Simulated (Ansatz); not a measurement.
# One shape, several levels: doublet [Si2H2OF2]+

Wanted: a comparison of 5 runs (U-r2SCAN0/def2-SVP, U-wB97X/def2-SVP, UBHLYP/def2-SVP, UBLYP/def2-SVP, UHSE06/def2-SVP) of doublet [Si2H2OF2]+. 

The results are computed with Ansatz 0.2.0.

75 further runs of the same task are left out: 75 set aside as unsound or not needed.

## (1) The system as given

The species is [Si2H2OF2]+ (7 atoms), meant as a doublet with charge +1. SMILES of the parent species: `F[Si]1(F)O[SiH2]1`. The coordinates come from a PBE0-D4/def2-TZVP relaxation. That shape belongs to the parent species and isn't relaxed for this state.

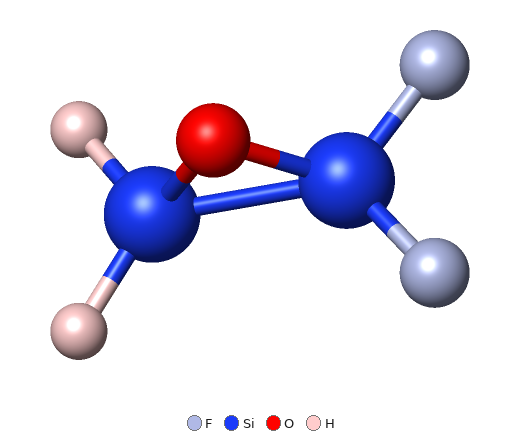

The structure, seen from a chosen angle (fluorine light blue, silicon blue, oxygen red, hydrogen pink).

## (2) The energy at U-r2SCAN0/def2-SVP (run 1)

The input, input.yaml:

```yaml
crystal:
  periodic: [false, false, false]
  atoms:
    - {symbol: F, position_ang: [0.424200, -1.612100, 1.693800]}
    - {symbol: Si, position_ang: [0.037900, -1.026000, 0.280100]}
    - {symbol: F, position_ang: [-0.194200, -2.288000, -0.639100]}
    - {symbol: O, position_ang: [1.103500, 0.077900, -0.322100]}
    - {symbol: Si, position_ang: [-0.304800, 1.058600, -0.232800]}
    - {symbol: H, position_ang: [-0.202300, 2.188800, 0.720000]}
    - {symbol: H, position_ang: [-0.802800, 1.532800, -1.545500]}
basis:
  gaussian: {orbitals: def2-SVP}
total_charge: 1
magnetization: {spin_polarized: true, initial_magnetization: 1}
hamiltonian: {xc: {name: r2SCAN0}}
accuracy: high
output: {orbitals: {seedname: orbitals}}
```

On the command line:

```sh
$ ansatz run input.yaml --threads 1 --pin off --max-ram 3480MiB --events-out events.jsonl --progress --plain --runs-dir runs
```

Standard output:

```text
Warning: RAYON_NUM_THREADS=1 ignored (pool sized by the plan → 1); use --threads N
Functional definition: r2SCAN0
  name "r2SCAN0"
  parameter a = 0.25
  parameter k0 = 0.174
  parameter k1 = 0.065
  parameter a1 = 4.9479
  exchange = (1 - a)*r2scan_x(k0 = k0, k1 = k1, a1 = a1) + a*exact_x
  correlation = r2scan_c
1779 factors; integrals over basis functions are off by at most 3.9e-9 eV
mean field evaluation 1: about -23232.1252 eV, gradient 6.1e1 eV
mean field evaluation 2: about -23194.2066 eV, gradient 1.1e2 eV
mean field evaluation 4: about -23244.7166 eV, gradient 9.9e0 eV
mean field evaluation 8: about -23245.2702 eV, gradient 1.9e-1 eV
mean field evaluation 16: about -23245.2706 eV, gradient 1.6e-3 eV
mean field -23245.27064192 eV, -854.2479398801 hartree, gradient 4.9e-8 eV, S^2 0.756184; 0 other end points of the search recorded, 0 dependent functions left out
reference -23245.27064339 eV, -854.2479399342 hartree; 28, 27 occupied and 60, 61 virtual orbitals, 1779 factors
Total energy: -23245.27064339 eV, -854.2479399342 hartree
```

Wall time 39 s (1 thread of Arm Neoverse V2, shared host); peak memory 0.59 GiB.

## (3) The energy at U-wB97X/def2-SVP (run 2)

The input, molecule.yaml:

```yaml
crystal:
  periodic: [false, false, false]
  atoms:
    - symbol: F
      position_ang: [0.424200, -1.612100, 1.693800]
    - symbol: Si
      position_ang: [0.037900, -1.026000, 0.280100]
    - symbol: F
      position_ang: [-0.194200, -2.288000, -0.639100]
    - symbol: O
      position_ang: [1.103500, 0.077900, -0.322100]
    - symbol: Si
      position_ang: [-0.304800, 1.058600, -0.232800]
    - symbol: H
      position_ang: [-0.202300, 2.188800, 0.720000]
    - symbol: H
      position_ang: [-0.802800, 1.532800, -1.545500]
basis:
  gaussian:
    orbitals: def2-SVP
total_charge: 1
magnetization:
  spin_polarized: true
  initial_magnetization: 1
hamiltonian:
  xc: {name: wB97X}
accuracy: high
output: {orbitals: {seedname: orbitals}}
```

On the command line:

```sh
$ ansatz run molecule.yaml --threads 1 --pin off --max-ram 3480MiB --events-out events.jsonl --progress --plain --runs-dir runs
```

Standard output, shortened:

```text
Warning: RAYON_NUM_THREADS=1 ignored (pool sized by the plan → 1); use --threads N
Functional definition: wB97X
  name "wB97X"
[...]
      + exact_x_lr(omega)
[...]
      + integral(e_c_pw_opposite_spin*poly(b97_u_opposite, 1, cos1, cos2, cos3, cos4))
1779 factors; integrals over basis functions are off by at most 3.9e-9 eV
347 factors; integrals over basis functions are off by at most 2.4e-9 eV
[...]
mean field -23249.05800959 eV, -854.3871230747 hartree, gradient 3.8e-8 eV, S^2 0.754263; 0 other end points of the search recorded, 0 dependent functions left out
reference -23249.05800688 eV, -854.3871229754 hartree; 28, 27 occupied and 60, 61 virtual orbitals, 1779 factors
Total energy: -23249.05800688 eV, -854.3871229754 hartree
```

Wall time 82 s (1 thread of Arm Neoverse V2, shared host); peak memory 0.88 GiB.

Runs 3 to 4 aren't shown in full; the table further down has their settings and results.

## (4) A single-point energy at UHSE06/def2-SVP (run 5)

The input, job.yaml:

```yaml
crystal:
  periodic: [false, false, false]
  atoms:
    - {symbol: F, position_ang: [0.424200, -1.612100, 1.693800]}
    - {symbol: Si, position_ang: [0.037900, -1.026000, 0.280100]}
    - {symbol: F, position_ang: [-0.194200, -2.288000, -0.639100]}
    - {symbol: O, position_ang: [1.103500, 0.077900, -0.322100]}
    - {symbol: Si, position_ang: [-0.304800, 1.058600, -0.232800]}
    - {symbol: H, position_ang: [-0.202300, 2.188800, 0.720000]}
    - {symbol: H, position_ang: [-0.802800, 1.532800, -1.545500]}
basis:
  gaussian: {orbitals: def2-SVP}
total_charge: 1
magnetization: {spin_polarized: true, initial_magnetization: 1}
hamiltonian: {xc: {name: HSE06}}
accuracy: high
output: {orbitals: {seedname: orbitals}}
```

On the command line:

```sh
$ ansatz run job.yaml --threads 1 --pin off --max-ram 3480MiB --events-out events.jsonl --progress --plain --runs-dir runs
```

Standard output:

```text
Warning: RAYON_NUM_THREADS=1 ignored (pool sized by the plan → 1); use --threads N
Functional definition: HSE06
  name "HSE06"
[... 1 set-up line as earlier in the session ...]
  parameter omega = 0.11/bohr
  exchange = pbe_x - a*pbe_x_sr(omega) + a*exact_x_sr(omega)
  correlation = pbe_c
1779 factors; integrals over basis functions are off by at most 3.9e-9 eV
89 factors; integrals over basis functions are off by at most 1.2e-9 eV
mean field evaluation 1: about -23222.2224 eV, gradient 6.4e1 eV
mean field evaluation 2: about -23149.3196 eV, gradient 1.4e2 eV
mean field evaluation 4: about -23235.0967 eV, gradient 1.9e1 eV
mean field evaluation 8: about -23236.6025 eV, gradient 9.8e-1 eV
mean field evaluation 16: about -23236.6080 eV, gradient 2.9e-3 eV
mean field evaluation 32: about -23236.6080 eV, gradient 8.3e-8 eV
mean field -23236.60803600 eV, -853.9295949845 hartree, gradient 8.3e-8 eV, S^2 0.753591; 0 other end points of the search recorded, 0 dependent functions left out
reference -23236.60803921 eV, -853.9295951022 hartree; 28, 27 occupied and 60, 61 virtual orbitals, 1779 factors
Total energy: -23236.60803921 eV, -853.9295951022 hartree
```

It took 19 s on 1 thread of Arm Neoverse V2, shared host; peak memory 0.45 GiB.

## (5) Overview of the runs

| run | level | energy (Eh) | HOMO energy (eV) | LUMO energy (eV) | ⟨S²⟩ | wall time |
| --- | --- | --- | --- | --- | --- | --- |
| 1 | U-r2SCAN0/def2-SVP | -854.247940 | -16.07 | -12.00 | 0.756 | 39 s |
| 2 | U-wB97X/def2-SVP | -854.387123 | -17.95 | -10.13 | 0.754 | 82 s |
| 3 | UBHLYP/def2-SVP | -854.352779 | -17.02 | -11.24 | 0.757 | 18 s |
| 4 | UBLYP/def2-SVP | -854.444419 | -13.95 | -12.86 | 0.751 | 12 s |
| 5 | UHSE06/def2-SVP | -853.929595 | -15.29 | -12.53 | 0.754 | 19 s |

## (6) Results

| quantity | value |
| --- | --- |
| run 5: total energy | -853.92960 Eh |
| run 5: HOMO energy (highest over α and β) | -15.29 eV |
| run 5: LUMO energy (lowest over α and β) | -12.53 eV |
| run 5: ⟨S²⟩ | 0.754 |

What this shows: Totals of different functionals can't be ranked against each other. All runs together took 2.8 min, the longest 82 s.
